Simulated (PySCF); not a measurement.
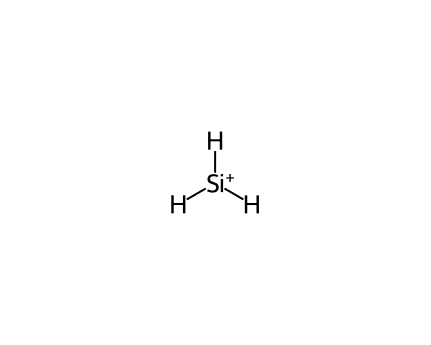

Figure made from data computed with PySCF.

Skeletal drawing of a molecule. Charge +1, singlet.

Question: Transcribe the drawing into SMILES.

Answer: [SiH3+]

Question: What is the molecular formula?

Answer: SiH3, charge +1.

Question: An optimisation with PBE0-D3(BJ)/def2-SVP gave a structure of which point group?

Answer: D3h.
